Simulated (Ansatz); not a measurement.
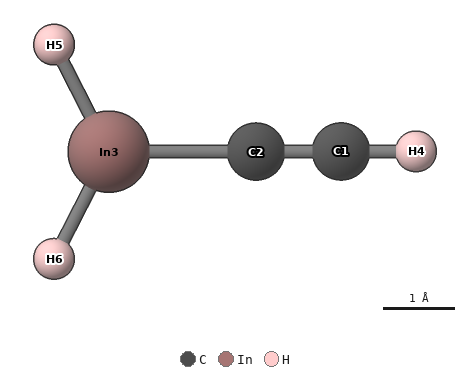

Fig. 1: The structure (ball-and-stick view, seen on its broad side; atoms are numbered from 1 in the order of the input). Sticks mark near contacts. Bond lengths as drawn: C–C 1.21 Å, C–H 1.07 Å, C–In 2.10 Å and H–In 1.71 Å.

**Two runs on C₂H₃In**

System: C₂H₃In.
Method of run A: RKS SPW92 (LDA)/def2-TZVPP (Ansatz 0.2.0).

The geometry comes from this level: PBE0-D4/def2-TZVP. Text and figures count atoms from 1; the logs count them from 0 in places.

Input, run A:
```yaml
crystal:
  periodic: [false, false, false]
  atoms:
    - {symbol: C, position_ang: [-0.186568, -1.928023, 0.015100]}
    - {symbol: C, position_ang: [-0.070410, -0.723404, 0.005937]}
    - {symbol: In, position_ang: [0.131869, 1.363933, -0.010620]}
    - {symbol: H, position_ang: [-0.288965, -2.989587, 0.023341]}
    - {symbol: H, position_ang: [0.673512, 2.081547, -1.468779]}
    - {symbol: H, position_ang: [-0.259438, 2.195535, 1.435019]}
basis:
  gaussian: {orbitals: def2-TZVPP}
hamiltonian: {xc: lda}
output: {orbitals: {seedname: orbitals}}
```

Hardware: 2 CPU threads, shared host.

Output (run A):
```
Functional definition: SPW92
  exchange = slater_x
  correlation = pw_c
925 factors; their error is unknown
mean field evaluation 1: about -7256.3542 eV, gradient 6.2e1 eV
mean field evaluation 2: about -7195.1550 eV, gradient 1.3e2 eV
mean field evaluation 4: about -7263.4522 eV, gradient 3.2e1 eV
mean field evaluation 8: about -7265.9393 eV, gradient 1.4e-1 eV
mean field evaluation 16: about -7265.9288 eV, gradient 2.9e-4 eV
mean field -7265.92879039 eV, -267.0179580234 hartree, gradient 5.1e-5 eV, S^2 0.000000; 0 other end points of the search recorded, 0 dependent functions left out
reference -7265.92883896 eV, -267.0179598082 hartree; 18, 18 occupied and 136, 136 virtual orbitals, 925 factors
Total energy: -7265.92883896 eV, -267.0179598082 hartree
```

The input of run B differs as follows (lines with − go, lines with + come):
```diff
-hamiltonian: {xc: lda}
+correlation: {method: ccsd_t}
```

What does this change do to the results?

The total energies belong to different methods, so their difference says nothing on which is more stable or more accurate. The HOMO goes from −6.76 to −10.39 eV. The LUMO goes from −3.02 to 0.49 eV.

Output (run B):
```
Functional definition: HF
  exchange = exact_x
  correlation = 0
1102 factors; integrals over basis functions are off by at most 9.7e-4 eV
mean field evaluation 1: about -7252.8727 eV, gradient 2.9e1 eV
mean field evaluation 2: about -7253.0297 eV, gradient 2.9e1 eV
mean field evaluation 4: about -7255.4281 eV, gradient 2.9e0 eV
mean field evaluation 8: about -7255.4604 eV, gradient 2.0e-1 eV
mean field evaluation 16: about -7252.8739 eV, gradient 2.9e1 eV
mean field -7255.46062127 eV, -266.6332599039 hartree, gradient 2.8e-6 eV, S^2 0.000000; 0 other end points of the search recorded, 0 dependent functions left out
6 core orbitals not correlated: weight in the atoms' cores, before any rotation towards them, 1.000 or more for the frozen orbitals, at most 0.000 for the correlated occupied ones
reference -7255.46062127 eV, -266.6332599039 hartree; 12, 12 occupied and 136, 136 virtual orbitals, 1102 factors
second order -16.09908012 eV of doubles, -0.00000000 eV of singles
cycle   1  -15.84920082 eV  change    2.5e-1 eV  update   1.1e-1
cycle   2  -16.35527010 eV  change   -5.1e-1 eV  update   3.2e-2
cycle   3  -16.44065110 eV  change   -8.5e-2 eV  update   1.5e-2
cycle   4  -16.43933612 eV  change    1.3e-3 eV  update   3.9e-3
cycle   5  -16.44063550 eV  change   -1.3e-3 eV  update   1.3e-3
cycle   6  -16.44100217 eV  change   -3.7e-4 eV  update   4.2e-4
cycle   7  -16.44112934 eV  change   -1.3e-4 eV  update   1.4e-4
cycle   8  -16.44121523 eV  change   -8.6e-5 eV  update   5.7e-5
cycle   9  -16.44123359 eV  change   -1.8e-5 eV  update   2.1e-5
perturbative correction -0.69334380 eV, -0.0254799146 hartree
Total energy: -7272.59519866 eV, -267.2629440086 hartree
```

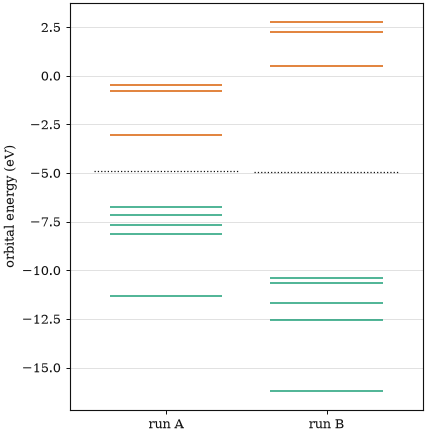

Fig. 2: The five highest filled and three lowest empty orbital energies of the two runs; the dotted lines part filled from empty levels. The HOMO–LUMO gap is 3.73 eV in run A and 10.88 eV in run B.

The two runs side by side:

| quantity | run A | run B |
| --- | --- | --- |
| outcome | converged | converged |
| total energy (hartree) | −267.017960 | −267.262944 |
| HOMO (eV) | −6.76 | −10.39 |
| LUMO (eV) | −3.02 | 0.49 |
| basis functions | 154 | 154 |
| wall time (shared host) | 0.75 s | 18 s |
